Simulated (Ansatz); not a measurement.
NiSi$_{2}$ (fluorite type, space group Fm-3m)

```
CELL_PARAMETERS angstrom
      0.00000     2.72225     2.72225
      2.72225     0.00000     2.72225
      2.72225     2.72225     0.00000
ATOMIC_POSITIONS crystal
  Ni 0.00000 0.00000 0.00000
  Si 0.25000 0.25000 0.25000
  Si 0.75000 0.75000 0.75000
```

Equation-of-state scan: isotropic scaling of the cell above, V₀ being its volume. Symmetry pins the atoms to their sites.

All values below come from PBE (plane waves to 420 eV, PAW, scalar-relativistic; Ansatz, a program for electronic structure). k mesh 15×15×15 (Γ-centred), Fermi-Dirac smearing 0.05 eV. E stands for the smeared free energy. NiSi2 is run without spin polarisation. NiSi2 was relaxed with its symmetry unable to fall. ΔE is measured from the relaxed starting cell.

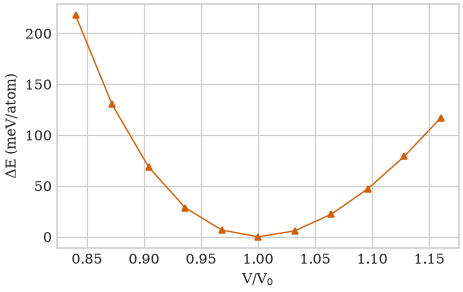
*ΔE (meV/atom) against V/V₀; one marker a computed point.*

What is ΔE at V/V₀ = 0.840?

About 220 meV/atom.

What is ΔE at V/V₀ = 1.160?

About 120 meV/atom.

What bulk modulus B₀ follows from a third-order Birch-Murnaghan fit?

About 140 GPa.

(A scan under strain: stresses follow from slopes of the energy per volume, elastic moduli from its curvatures.)
